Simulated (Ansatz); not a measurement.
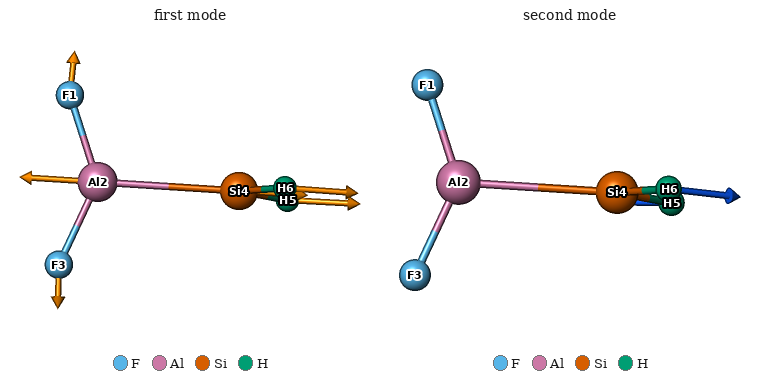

The system is AlF2H2Si, SMILES [F][Al]([F])[SiH2+], charge +1; the picture shows the reference structure; its two panels give the patterns of the first and the second mode as arrows. The first coordinate is: normal mode 5 (373 cm⁻¹); the second: normal mode 6 (425 cm⁻¹). Nothing is relaxed (straight displacements along the two mass-weighted modes). The grid has 9 × 9 points. Energies: kcal/mol, counted from the lowest grid point. Computed with RKS PBE0-D4/def2-TZVP in Ansatz.

Its coordinates:

```yaml
atoms:
  - { symbol: F, position_ang: [0.7548, -0.8612, 2.1530] }
  - { symbol: Al, position_ang: [0.9133, -0.8014, 0.5482] }
  - { symbol: F, position_ang: [1.8762, -1.4477, -0.5741] }
  - { symbol: Si, position_ang: [-0.8006, 0.7026, -0.4805] }
  - { symbol: H, position_ang: [-2.1348, 0.2538, -0.9411] }
  - { symbol: H, position_ang: [-0.6089, 2.1539, -0.7055] }
```

Range: normal mode 5 (373 cm⁻¹) from −1.98 to 1.98 amu½·Å; normal mode 6 (425 cm⁻¹) from −0.708 to 0.708 amu½·Å.

Q: What will the energy surface look like?

A: The lowest grid point is at normal mode 5 (373 cm⁻¹) = 0.00 amu½·Å, normal mode 6 (425 cm⁻¹) = 0.000 amu½·Å. No other kind of well shows on this grid. The highest grid point, normal mode 5 (373 cm⁻¹) = −1.98 amu½·Å, normal mode 6 (425 cm⁻¹) = −0.708 amu½·Å, lies 42.2 kcal/mol above the lowest.

```csv
"normal mode 6 (425 cm⁻¹) ↓, normal mode 5 (373 cm⁻¹) →",−1.98,−1.48,−0.99,−0.49,0.00,0.49,0.99,1.48,1.98
0.708,42.2,23.5,12.5,7.1,5.5,6.7,10.0,14.9,21.2
0.531,39.9,21.0,9.9,4.3,2.7,4.0,7.3,12.3,18.7
0.354,38.7,19.5,8.3,2.7,1.1,2.3,5.7,10.8,17.2
0.177,38.1,18.8,7.5,1.8,0.2,1.5,4.9,10.0,16.5
0.000,37.9,18.5,7.2,1.6,0.0,1.3,4.7,9.8,16.2
−0.177,38.1,18.8,7.5,1.8,0.2,1.5,4.9,10.0,16.5
−0.354,38.7,19.5,8.3,2.7,1.1,2.3,5.7,10.8,17.2
−0.531,39.9,21.0,9.9,4.3,2.7,4.0,7.3,12.3,18.7
−0.708,42.2,23.5,12.5,7.1,5.5,6.7,10.0,14.9,21.2
```

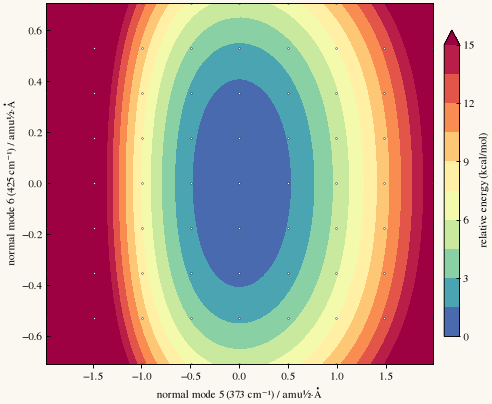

The picture shows filled contours, dots at the grid points, one colour for all values above the top of the scale. Between grid points the surface is interpolated.

Each point was launched as `ansatz run input.yaml --threads 1 --pin off --max-ram 2560MiB --backend cpu --events-out ev --progress --plain --runs-dir out`. Time for the 81 points that were run: 9.8 min on 1 thread of Intel(R) Xeon(R) Platinum 8259CL CPU @ 2.50GHz (Skylake/Cascade Lake), on a shared host.
